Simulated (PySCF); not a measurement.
# C5H6NS3−: excited states

Aim: compute the excited states of C5H6NS3− (`CSc1cc(N)c([S-])s1`).

Programs: PySCF 2.14.0, with routines of our own; each step states its level. All values are computed. Atoms count from 0.

## 1. The starting structure

15 atoms, charge -1, multiplicity 1; geometry from: GFN2-xTB.

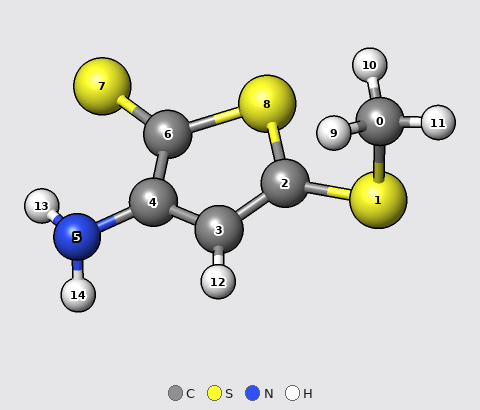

The starting geometry (carbon grey, sulfur yellow, nitrogen blue, hydrogen white).

## 2. Excited states: TDA PBE0/def2-SVP

What the job is given:

```
{"job": {"kind": "states", "xc": "PBE0", "basis": "def2-SVP", "tda": true, "soc": true, "nstates": 5, "ntriplets": 4, "nquad": 4}, "charge": -1, "multiplicity": 1}
C      3.158318     0.193065     0.493477
S      2.203627    -0.766964    -0.747438
C      0.597203    -0.192385    -0.407324
C     -0.411457    -0.888226     0.203265
C     -1.609113    -0.172720     0.295885
N     -2.768529    -0.643745     0.957801
C     -1.561625     1.096791    -0.263888
S     -2.818323     2.211982    -0.324651
S      0.056397     1.396531    -0.915482
H      2.851299    -0.110631     1.490274
H      2.952954     1.247677     0.336615
H      4.210132    -0.020957     0.332897
H     -0.281326    -1.889775     0.579167
H     -3.488502     0.068501     0.844076
H     -3.095469    -1.521153     0.563827
```

With the program's defaults for keys left out, this is: TDA PBE0/def2-SVP excited states, vertical, gas phase, spin-orbit mean-field couplings.

Command:

```
> OMP_NUM_THREADS=1 python excited_run.py task.json out
```

This one command runs all jobs of the session in turn.

Output:

```text
coarse grid: 15088 points
cycle   1  E = -1442.0353141979  dE =  1.406e+00  |g| = 4.783e-01  |ddm| = 4.882e+00
cycle   2  E = -1441.9922231701  dE =  4.309e-02  |g| = 6.014e-01  |ddm| = 2.218e+00
cycle   3  E = -1442.0996716834  dE = -1.074e-01  |g| = 2.073e-01  |ddm| = 1.529e+00
cycle   4  E = -1442.1123436762  dE = -1.267e-02  |g| = 6.195e-02  |ddm| = 4.013e-01
cycle   5  E = -1442.1131637395  dE = -8.201e-04  |g| = 2.497e-02  |ddm| = 1.185e-01
cycle   6  E = -1442.1133371636  dE = -1.734e-04  |g| = 7.560e-03  |ddm| = 5.595e-02
cycle   7  E = -1442.1133521012  dE = -1.494e-05  |g| = 1.864e-03  |ddm| = 1.473e-02
cycle   8  E = -1442.1133529308  dE = -8.296e-07  |g| = 5.498e-04  |ddm| = 2.603e-03
final grid: 134504 points
cycle   9  E = -1442.2520530034  dE = -1.818e-05  |g| = 1.139e-02  |ddm| = 4.168e-02
cycle  10  E = -1442.2520021099  dE =  5.089e-05  |g| = 1.736e-02  |ddm| = 3.854e-02
cycle  11  E = -1442.2520859540  dE = -8.384e-05  |g| = 2.206e-03  |ddm| = 2.875e-02
cycle  12  E = -1442.2520873915  dE = -1.437e-06  |g| = 4.644e-04  |ddm| = 4.133e-03
cycle  13  E = -1442.2520874414  dE = -4.989e-08  |g| = 1.944e-04  |ddm| = 8.952e-04
cycle  14  E = -1442.2520874509  dE = -9.534e-09  |g| = 5.805e-05  |ddm| = 3.387e-04
cycle  15  E = -1442.2520874518  dE = -8.922e-10  |g| = 1.202e-05  |ddm| = 9.709e-05
converged SCF energy = -1442.2520874518

Singlet excitations
state   eV       nm        f     d(h-e)  d(exc)  Lambda  PR(NTO)  |dmu|/D   mu/D   main configurations
  1   3.6045   344.0   0.19774   2.527   4.138   0.499   1.079    5.102    1.513   H->L 0.49, H-1->L 0.45
  2   3.7408   331.4   0.23055   2.547   4.104   0.469   1.135    4.928    1.382   H-1->L 0.52, H->L 0.41
  3   4.1019   302.3   0.00041   2.003   4.061   0.421   1.006    4.736    3.023   H->L+1 0.63, H->L+2 0.34
  4   4.5994   269.6   0.02515   2.734   4.763   0.446   1.078    7.031    2.640   H->L+2 0.61, H->L+1 0.32
  5   5.0037   247.8   0.00144   1.772   4.132   0.399   1.288                     H->L+3 0.57, H->L+4 0.28

Triplet excitations (Tamm-Dancoff)
state   eV     d(h-e)  d(exc)  Lambda  PR(NTO)   main configurations
  1   2.1881   1.253   3.553   0.658   1.008   H->L 0.95
  2   3.5079   2.679   3.961   0.324   1.007   H-1->L 0.96
  3   3.9402   2.155   4.168   0.417   1.016   H->L+1 0.70, H->L+2 0.24
  4   4.0875   1.796   4.073   0.499   1.530   H->L+2 0.52, H-2->L 0.20, H->L+1 0.13
S1 - T1 = 1.4164 eV

Spin-orbit couplings |<S|Hso|T>| (cm-1)
             T1       T2       T3       T4
S0        9.674   96.753   44.588   11.297
S1       70.316   74.442   15.128   21.104
S2       71.333   67.188   13.111    8.041
S3       25.247    6.121    0.818    7.386
S4       23.178   29.572   12.447    3.781
S5       20.235   14.723   18.738    3.298
T1 sublevels (cm-1): 0.000 0.015 0.122   radiative rates (1/s): 36.5 9 37.9
```

It took 60 s on 1 thread of Arm Neoverse N1, shared host; peak memory 0.73 GiB.

Key values:

| quantity | value |
| --- | --- |
| S1 less T1 | 1.42 eV |

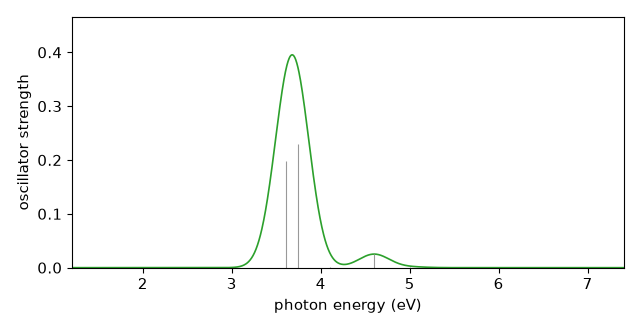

Absorption lines of the singlets. Lines are broadened to a width of 0.40 eV (Gaussian).

The fields below are evaluated on a grid from the run's orbitals.

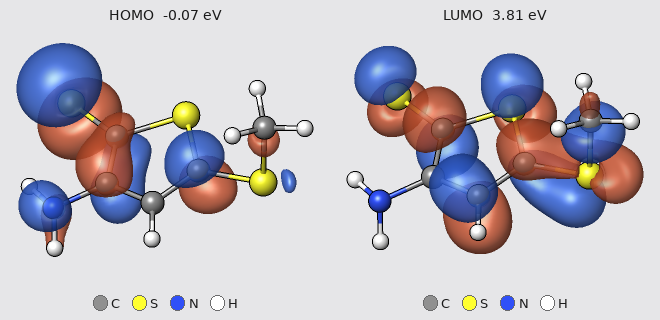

PBE0/def2-SVP orbitals near the gap, drawn at the value that encloses 70 % of each; the two colours are the two signs.

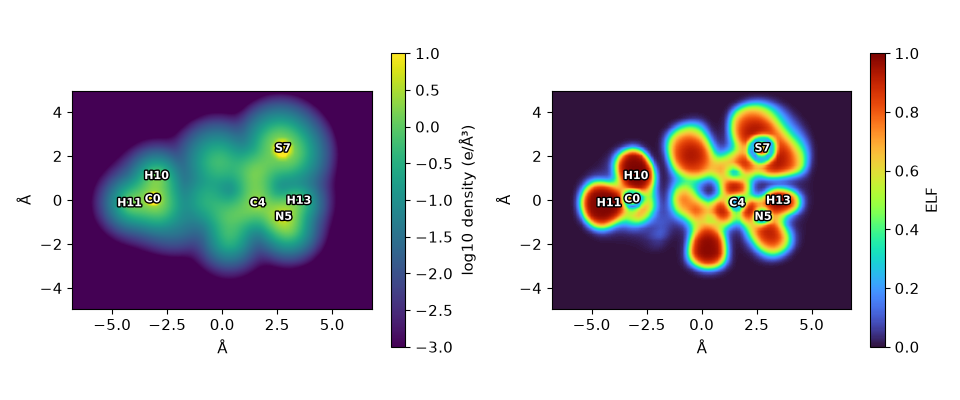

Density (left) and ELF (right) in a plane through or near 7 of the atoms.

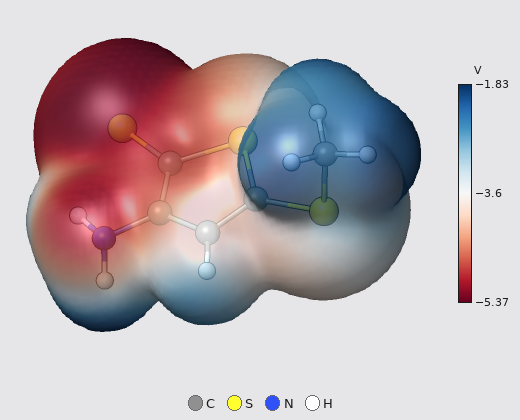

Electrostatic potential on the surface of density 0.002 e/bohr³; red is low, blue high. It runs, from the 1st to the 99th percentile, from -5.37 V near S7 to -1.83 V near H11.

## 3. Excited states: TDDFT BHandHLYP/def2-SVPD

The job, as its differences from that of step 2:

```diff
@@ -1,2 +1,2 @@
-{"job": {"kind": "states", "xc": "PBE0", "basis": "def2-SVP", "tda": true, "soc": true, "nstates": 5, "ntriplets": 4, "nquad": 4}, "charge": -1, "multiplicity": 1}
+{"job": {"kind": "states", "xc": "BHandHLYP", "basis": "def2-SVPD", "tpa": true, "nstates": 6, "nquad": 5, "ntriplets": 0}, "charge": -1, "multiplicity": 1}
 C      3.158318     0.193065     0.493477
```

With the program's defaults for keys left out, this is: TDDFT BHandHLYP/def2-SVPD excited states, vertical, gas phase, two-photon moments by quadratic response.

Output:

```text
coarse grid: 15088 points
cycle   1  E = -1442.6448929706  dE =  1.662e+00  |g| = 4.516e-01  |ddm| = 8.380e+00
cycle   2  E = -1442.6670562857  dE = -2.216e-02  |g| = 4.345e-01  |ddm| = 3.297e+00
cycle   3  E = -1442.7221074409  dE = -5.505e-02  |g| = 1.217e-01  |ddm| = 1.466e+00
cycle   4  E = -1442.7258009708  dE = -3.694e-03  |g| = 6.111e-02  |ddm| = 4.220e-01
cycle   5  E = -1442.7267586703  dE = -9.577e-04  |g| = 1.458e-02  |ddm| = 1.888e-01
cycle   6  E = -1442.7268217812  dE = -6.311e-05  |g| = 4.995e-03  |ddm| = 7.733e-02
cycle   7  E = -1442.7268296810  dE = -7.900e-06  |g| = 1.929e-03  |ddm| = 1.911e-02
final grid: 134504 points
cycle   8  E = -1442.8236183957  dE = -1.941e-05  |g| = 3.496e-03  |ddm| = 1.109e-01
cycle   9  E = -1442.8236173151  dE =  1.081e-06  |g| = 4.119e-03  |ddm| = 2.424e-02
cycle  10  E = -1442.8236218668  dE = -4.552e-06  |g| = 3.968e-04  |ddm| = 1.336e-02
cycle  11  E = -1442.8236219171  dE = -5.030e-08  |g| = 1.980e-04  |ddm| = 1.639e-03
cycle  12  E = -1442.8236219328  dE = -1.566e-08  |g| = 4.985e-05  |ddm| = 1.035e-03
cycle  13  E = -1442.8236219342  dE = -1.413e-09  |g| = 3.162e-05  |ddm| = 2.577e-04
cycle  14  E = -1442.8236219346  dE = -4.065e-10  |g| = 1.331e-05  |ddm| = 1.417e-04
converged SCF energy = -1442.8236219346

Singlet excitations
state   eV       nm        f     d(h-e)  d(exc)  Lambda  PR(NTO)  |dmu|/D   mu/D   delta(TPA)   sigma/GM   main configurations
  1   3.3781   367.0   0.30239   2.411   4.703   0.381   1.121    7.446    2.731     4080.16     17.058   H->L 0.57, H->L+2 0.31
  2   3.7467   330.9   0.03246   2.899   5.274   0.374   1.042    9.843    2.868     1302.64      6.699   H->L+1 0.29, H->L+2 0.25, H->L 0.22
  3   3.7712   328.8   0.00941   1.917   4.996   0.386   1.023    6.132    2.297     3427.34     17.858   H->L+3 0.31, H->L+2 0.29, H->L 0.13
  4   4.0877   303.3   0.02436   2.688   5.427   0.370   1.029    8.860    3.992      475.75      2.912   H->L+1 0.44, H->L+5 0.25, H->L+3 0.13
  5   4.1721   297.2   0.00736   2.590   4.135   0.225   1.022    7.466    1.405       55.53      0.354   H-1->L+2 0.49, H-1->L 0.27, H-1->L+1 0.13
  6   4.3100   287.7   0.00491   1.865   5.067   0.269   1.030                                            H->L+7 0.39, H->L+4 0.37
```

Wall time 1.8 min (1 thread of Arm Neoverse N1, shared host); peak memory 0.96 GiB.

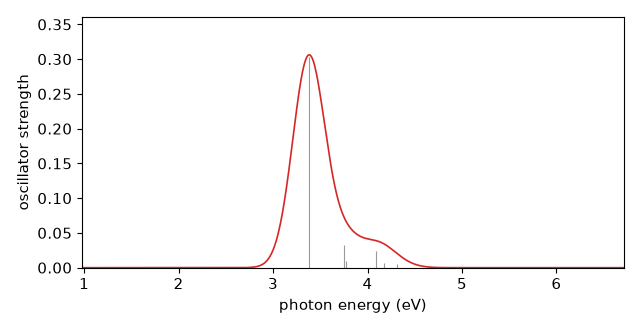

Absorption lines of the singlets. Lines are broadened to a width of 0.40 eV (Gaussian).

## 4. Summary of results

| quantity | value |
| --- | --- |
| S1 less T1 (step 2, TDA PBE0/def2-SVP) | 1.42 eV |

For an anion in the gas phase, states above the energy of detachment are held by the basis alone, so excitations and responses hang on it. In step 2, the number of triplets below S1 is 2, and the largest singlet-triplet spin-orbit coupling is S0–T2, 96.75 cm⁻¹.
